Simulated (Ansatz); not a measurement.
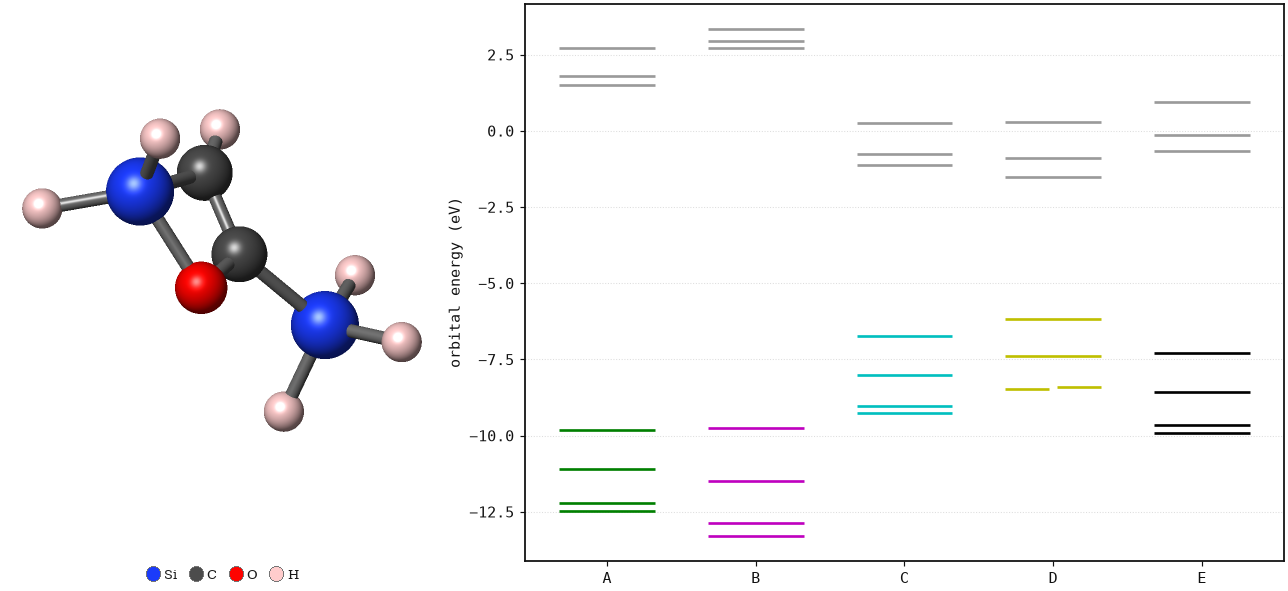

Frontier orbital energies of C₂H₆OSi₂, SMILES [SiH3]C1=C[SiH2]O1 at one geometry, def2-TZVPP, the Ansatz code 0.2.0, at a PBE0-D4/def2-TZVP geometry (a minimum by its frequencies). Empty levels are grey, levels within 0.1 eV stand side by side; all columns show the same few orbitals around the gap.

> The columns come from HF, HSE06, LC-wPBE, r2SCAN and r2SCAN0. Which is which?

A: LC-wPBE (HOMO −9.81, LUMO 1.51, separation 11.32 eV)
B: HF (HOMO −9.74, LUMO 2.71, separation 12.46 eV)
C: HSE06 (HOMO −6.73, LUMO −1.12, separation 5.61 eV)
D: r2SCAN (HOMO −6.16, LUMO −1.52, separation 4.64 eV)
E: r2SCAN0 (HOMO −7.29, LUMO −0.65, separation 6.64 eV)

Caveats, for all or some of the runs: empty levels above zero depend strongly on the basis.
